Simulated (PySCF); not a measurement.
**SiO2 (silicon dioxide molecule): wB97X/cc-pVTZ**

What is the vertical ionisation energy of SiO2 (silicon dioxide molecule) at wB97X/cc-pVTZ? The job is set up through a Python script.

The calculation is run with PySCF 2.14.0.

4 further runs of the same task are left out: 4 set aside as unsound or not needed.

### 1 The system as given

The species is SiO2 (3 atoms), meant as a singlet with charge 0. As SMILES, `O=[Si]=O`. The coordinates come from a GFN2-xTB relaxation.

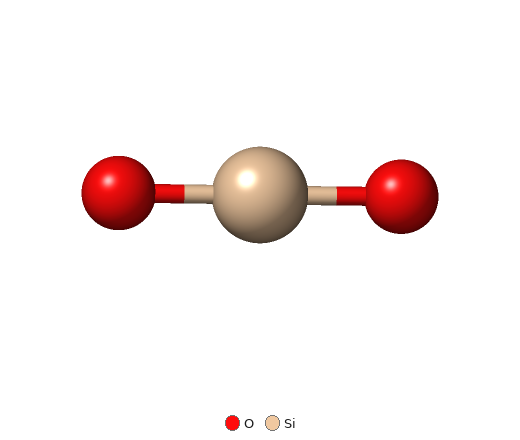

Viewed from a chosen angle; oxygen red, silicon light orange.

### 2 A single-point energy at wB97X/cc-pVTZ

Input file start.xyz:

```xyz
3
O2Si
O      0.691230     1.217290     0.513740
Si    -0.000730     0.000440    -0.000160
O     -0.690510    -1.217740    -0.513580
```

Input file calc.py:

```python
from pyscf import gto, dft

mol = gto.Mole()
mol.atom = 'start.xyz'
mol.verbose = 3
mol.max_memory = 1860
mol.charge = 0
mol.basis = 'cc-pvtz'
mol.build()

mf = dft.RKS(mol)
mf.xc = 'wb97x'
mf.grids.level = 5
mf.conv_tol = 1e-10
mf.kernel()
if not mf.converged:
    mf = mf.newton().run(mf.mo_coeff, mf.mo_occ)

energy = mf.e_tot
print('E = %.10f Eh' % energy)
```

Command:

```console
$ OMP_NUM_THREADS=1 python calc.py
```

Log:

```text
converged SCF energy = -439.9615186536
E = -439.9615186536 Eh
```

Run time: 14 s. Hardware: 1 thread of Arm Neoverse V2, shared host; peak memory 0.46 GiB.

### 3 The doublet cation at the same level

Input file calc.py:

```python
from pyscf import gto, dft

mol = gto.Mole()
mol.atom = 'O 0.691230 1.217290 0.513740; Si -0.000730 0.000440 -0.000160; O -0.690510 -1.217740 -0.513580'
mol.spin = 1
mol.verbose = 4
mol.charge = 1
mol.max_memory = 1860
mol.basis = 'cc-pvtz'
mol.build()

mf = dft.UKS(mol, xc='wb97x')
mf.conv_tol = 1e-10
mf.grids.level = 5
mf.kernel()
if not mf.converged:
    mf = mf.newton().run(mf.mo_coeff, mf.mo_occ)

e_tot = mf.e_tot
print('E(%s) = %.9f' % ('WB97X', e_tot))
```

Command:

```console
$ OMP_NUM_THREADS=1 python calc.py
```

Log:

```text
PySCF version 2.14.0

[INPUT] num. atoms = 3
[INPUT] num. electrons = 29
[INPUT] charge = 1
[INPUT] spin (= nelec alpha-beta = 2S) = 1
[INPUT] symmetry False subgroup None
[INPUT] Mole.unit = angstrom
[INPUT] Symbol           X                Y                Z      unit          X                Y                Z       unit  Magmom
[INPUT]  1 O      0.691230000000   1.217290000000   0.513740000000 AA    1.306235389083   2.300344714172   0.970827899234 Bohr   0.0
[INPUT]  2 Si    -0.000730000000   0.000440000000  -0.000160000000 AA   -0.001379500071   0.000831479495  -0.000302356180 Bohr   0.0
[INPUT]  3 O     -0.690510000000  -1.217740000000  -0.513580000000 AA   -1.304874786273  -2.301195090928  -0.970525543054 Bohr   0.0

nuclear repulsion = 90.84965725506
number of shells = 27
number of NR pGTOs = 143
number of NR cGTOs = 94
basis = cc-pvtz
ecp = {}

******** <class 'pyscf.dft.uks.UKS'> ********
method = UKS
initial guess = minao
damping factor = 0
level_shift factor = 0
DIIS = <class 'pyscf.scf.diis.CDIIS'>
diis_start_cycle = 1
diis_space = 8
diis_damp = 0
SCF conv_tol = 1e-10
SCF conv_tol_grad = None
SCF max_cycles = 50
direct_scf = True
direct_scf_tol = 1e-13
number electrons alpha = 15  beta = 14
XC library pyscf.dft.libxc version 7.0.0
    S. Lehtola, C. Steigemann, M. J.T. Oliveira, and M. A.L. Marques.,  SoftwareX 7, 1–5 (2018)
XC functionals = wb97x
radial grids:
    Treutler-Ahlrichs [JCP 102, 346 (1995); DOI:10.1063/1.469408] (M4) radial grids

becke partition: Becke, JCP 88, 2547 (1988); DOI:10.1063/1.454033
pruning grids: <function nwchem_prune>
grids dens level: 5
symmetrized grids: False
atomic radii adjust function: <function treutler_atomic_radii_adjust>
small_rho_cutoff = 0
Set gradient conv threshold to 1e-05
tot grids = 129512
init E= -440.091949934095
[... the frontier-level lines of each cycle are left out ...]


cycle= 1 E= -439.352307919084  delta_E= 0.74  |g|= 0.528  |ddm|= 1.22
cycle= 2 E= -439.341267693719  delta_E= 0.011  |g|= 0.657  |ddm|= 0.661
cycle= 3 E= -439.491573654384  delta_E= -0.15  |g|= 0.0512  |ddm|= 0.267
cycle= 4 E= -439.493130217041  delta_E= -0.00156  |g|= 0.0164  |ddm|= 0.0373
cycle= 5 E= -439.493648313338  delta_E= -0.000518  |g|= 0.00743  |ddm|= 0.0245
cycle= 6 E= -439.493788563601  delta_E= -0.00014  |g|= 0.00608  |ddm|= 0.0159
cycle= 7 E= -439.493813511682  delta_E= -2.49e-05  |g|= 0.00324  |ddm|= 0.00543
cycle= 8 E= -439.493823333508  delta_E= -9.82e-06  |g|= 0.000619  |ddm|= 0.00427
cycle= 9 E= -439.493824160037  delta_E= -8.27e-07  |g|= 0.00022  |ddm|= 0.00129
cycle= 10 E= -439.493824292202  delta_E= -1.32e-07  |g|= 5.02e-05  |ddm|= 0.0006
cycle= 11 E= -439.493824296686  delta_E= -4.48e-09  |g|= 2.39e-05  |ddm|= 9.54e-05
cycle= 12 E= -439.493824297166  delta_E= -4.8e-10  |g|= 1.28e-05  |ddm|= 2.21e-05
cycle= 13 E= -439.493824297555  delta_E= -3.89e-10  |g|= 7.51e-06  |ddm|= 2.07e-05
cycle= 14 E= -439.493824297849  delta_E= -2.94e-10  |g|= 6.57e-06  |ddm|= 1.98e-05
cycle= 15 E= -439.493824298364  delta_E= -5.15e-10  |g|= 4e-06  |ddm|= 4.57e-05
cycle= 16 E= -439.493824298647  delta_E= -2.84e-10  |g|= 2.99e-06  |ddm|= 4.59e-05
cycle= 17 E= -439.493824298704  delta_E= -5.7e-11  |g|= 1.81e-06  |ddm|= 1.89e-05
Extra cycle  E= -439.49382429872  delta_E= -1.52e-11  |g|= 2.31e-06  |ddm|= 3.28e-06
converged SCF energy = -439.49382429872  <S^2> = 0.80228022  2S+1 = 2.0516142
E(WB97X) = -439.493824299
```

It took 31 s on 1 thread of Arm Neoverse V2, shared host; peak memory 0.47 GiB.

### 4 What came out

Level: wB97X/cc-pVTZ.

| quantity | value |
| --- | --- |
| singlet SiO2: total energy | -439.96152 Eh |
| singlet SiO2: dipole moment | 0.01 D |
| singlet SiO2: HOMO energy | -12.33 eV |
| singlet SiO2: LUMO energy | -0.99 eV |
| singlet SiO2: HOMO–LUMO gap | 11.34 eV |
| doublet cation: total energy | -439.49382 Eh |
| doublet cation: HOMO energy (highest over α and β) | -19.87 eV |
| doublet cation: LUMO energy (lowest over α and β) | -13.11 eV |
| doublet cation: ⟨S²⟩ | 0.802 |
| vertical ionisation energy (to the doublet cation) | 12.727 eV |

The vertical ionisation energy comes to 12.73 eV (293 kcal/mol). −ε(HOMO) before ionisation, 12.33 eV, is 0.40 eV below this ionisation energy. Mulliken charges (doublet cation) run from -0.02 on O3 to +1.03 on Si2; they depend strongly on the basis.
